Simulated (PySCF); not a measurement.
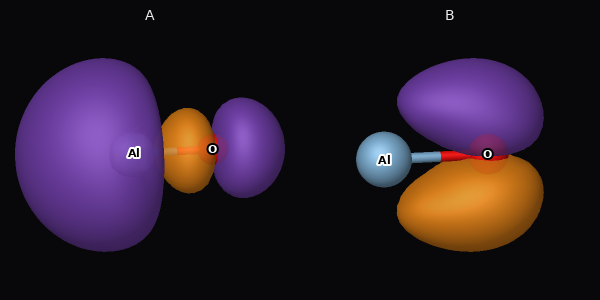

The picture shows: AlO (charge −1). Two frontier orbitals, each drawn at the value that holds 80 % of its norm (orange and purple are the two phases), in no order; of a degenerate pair one member is drawn.

Method: PBE0/aug-cc-pVDZ(-PP), non-relativistic Hamiltonian with scalar-relativistic core potentials where named, at a bond length of 1.649 Å in PySCF.

**Label each orbital by symmetry, say whether it is occupied, and order them by energy.**

Orbital B: π, occupied, −1.49 eV; mainly on O (80 %).
Orbital A: σ, occupied, −0.65 eV; mainly on Al (70 %).
